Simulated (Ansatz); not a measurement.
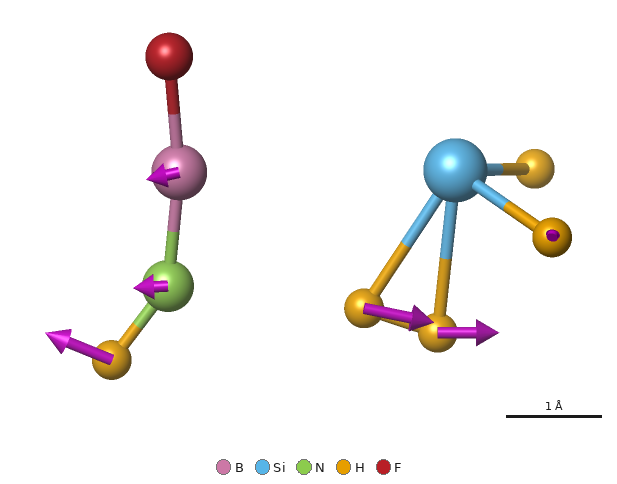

A saddle-point search of BSiNH5F. The starting structure is drawn; purple arrows show the displacements, 10 times their true length. The two geometries are superimposed by the best rigid fit.

Style: ball-and-stick. Shown at a tilt.

The reaction that was planned forms Si2–H4 and breaks B1–Si2, N3–H4 (atoms numbered from 1 in input order).

Computed with RKS PBE0-D4/def2-TZVP (Ansatz 0.2.0). 

**Which element moves most?**

Hydrogen: up to 0.077 Å, against 0.037 Å for nitrogen.

**What happened in the run?**

The search converged after 11 steps with a largest force component of 0.0037 eV/Å and a curvature of −0.65 eV/Å² along the mode that it followed. The largest moves after the best rigid fit, 0.077 Å, are those of H atoms. By element the largest moves are H 0.077 Å, N 0.037 Å, B 0.036 Å, F 0.007 Å, Si 0.003 Å. Among the contacts that change: B–Si 2.916 → 2.953 Å, H–Si 1.789 → 1.763 Å, H–H 0.830 → 0.816 Å, H–Si 1.520 → 1.511 Å. Bond angles that change, for instance: B–N–H 149.0° → 146.5°. The run took about 4 core-minutes on a shared host.
